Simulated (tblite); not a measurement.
Run report: C₅H₉N₂Si, frequency calculation

System: C₅H₉N₂Si, multiplicity 2, SMILES C[CH][SiH2]n1ccnc1.
Method: GFN2-xTB harmonic vibrations, gas phase (tblite 0.8.0).

It belongs to a series of runs on one base structure; here: H removed from sp3 C.

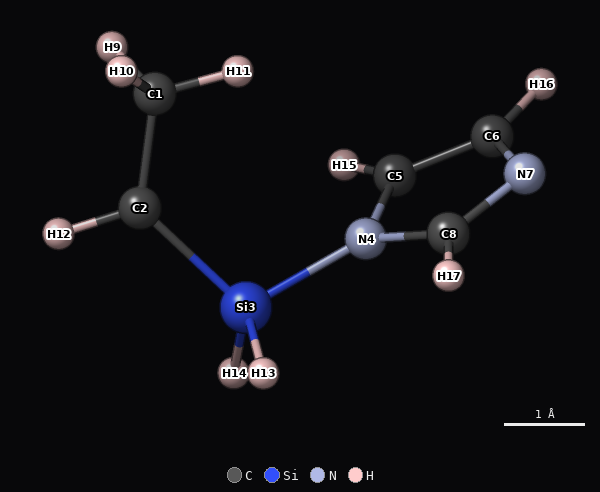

The input geometry (ball-and-stick view, seen at a tilt; atoms are numbered from 1 in the order of the input). Bond lengths as drawn: C–C 1.36 to 1.48 Å, C–H 1.07 to 1.09 Å, C–N 1.30 to 1.37 Å, C–Si 1.85 Å, H–Si 1.47 Å and N–Si 1.76 Å.

Input:
```
{"job": {"kind": "ir", "xc": "GFN2-xTB", "basis": "xTB"}, "charge": 0, "multiplicity": 2}
C      1.959070     1.134641     0.220528
C      1.910504    -0.278288     0.650110
Si     0.551644    -1.477640     0.292017
N     -0.813238    -0.557138    -0.324724
C     -1.558359     0.366788     0.363532
C     -2.485940     0.856275    -0.502094
N     -2.335696     0.258268    -1.718768
C     -1.344203    -0.566672    -1.576688
H      2.144582     1.791527     1.075223
H      2.794488     1.295313    -0.468206
H      1.039860     1.444076    -0.270949
H      2.783290    -0.622837     1.187083
H      0.834497    -2.435934    -0.783233
H      0.083557    -2.169669     1.498200
H     -1.360583     0.581117     1.393696
H     -3.248822     1.591643    -0.340809
H     -0.961648    -1.199438    -2.351875
```

The first line tells a small driver script what to run in tblite; the rest is the geometry in Å.

Hardware: 1 CPU thread, shared host.

Run as:
```bash
OMP_NUM_THREADS=1 python <driver script> task.json out
```

Output:
```
mode    cm-1     km/mol
  1      21.2      0.74
  2      47.8      1.06
  3      72.6      1.24
  4     123.8      4.18
  5     173.9      0.73
  6     216.7      0.72
  7     340.7      4.34
  8     462.6     41.82
  9     482.4     38.29
 10     531.3     63.67
 11     573.3     19.13
 12     606.6      4.40
 13     640.1     11.45
 14     693.0     90.05
 15     772.2     92.43
 16     775.3    206.37
 17     782.6    207.82
 18     807.5      3.95
 19     830.4      2.92
 20     892.1     29.67
 21     942.0      1.30
 22     973.6      6.53
 23    1000.1     10.70
 24    1073.6     43.15
 25    1102.4     10.66
 26    1162.6      2.73
 27    1167.7      7.33
 28    1245.3     55.89
 29    1288.5     42.29
 30    1297.5      3.18
 31    1372.7     80.39
 32    1382.9     18.63
 33    1449.8      3.94
 34    1470.1    135.83
 35    1473.2     11.99
 36    1534.5     61.15
 37    2204.3    346.96
 38    2230.3    175.03
 39    2920.9     11.18
 40    2954.6     16.71
 41    3038.5      6.95
 42    3059.5     44.51
 43    3162.2     18.68
 44    3170.7     32.02
 45    3177.6     31.02
```

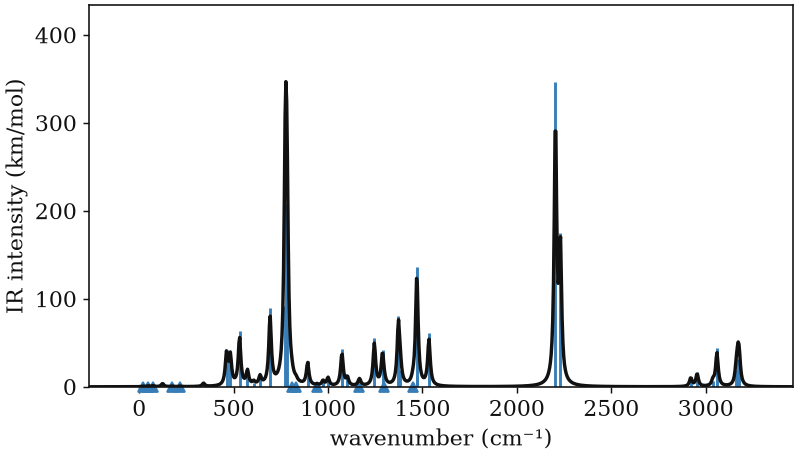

Harmonic infrared spectrum, unscaled: sticks (degenerate modes added up, dark ones marked on the axis) with a Lorentzian envelope of 16 cm⁻¹ full width, scaled to the tallest stick. 45 modes from 21 to 3178 cm⁻¹, none imaginary. The strongest line is at 2204 cm⁻¹ (347 km/mol).

Results in brief:

| quantity | value |
| --- | --- |
| outcome | converged |
| total energy | −620.9878 eV |
| zero-point energy | 79.6290 kcal/mol |
| wall time | 0.62 s |
| peak memory | 0.18 GiB |
